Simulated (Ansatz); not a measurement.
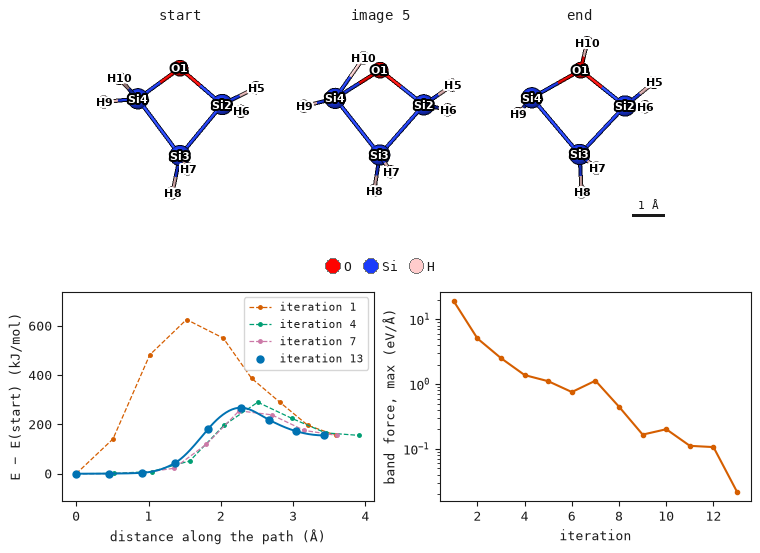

A nudged-elastic-band calculation for Si3H6O. Images are numbered from 0 (start) to 8 (end). The plot follows the band through its iterations. The picture is a ball-and-stick view, seen from a free direction.

Theory: UKS revPBE-D4/STO-3G in Ansatz 0.2.0. Settings: 7 movable images; climbing image; force threshold 0.03 eV/Å; iteration limit 60; starting path through a guess of the saddle point.

**Did the band converge, and can the barrier be trusted?**

The result is final at these settings. The band converged in 13 iterations. The largest component of the band force went from 19 to 0.022 eV/Å. The climbing image converged on the top of the path. Its vibrational analysis gives one imaginary mode (1155i cm⁻¹), as a transition state must have. The first iteration put the highest image at 625.9 kJ/mol. Forward barrier 268.1 kJ/mol, backward barrier 112.6 kJ/mol, with image 5 at the top; the reaction energy is +155.5 kJ/mol.

Limits of the set-up: STO-3G is a minimal basis, so the numbers are rough.
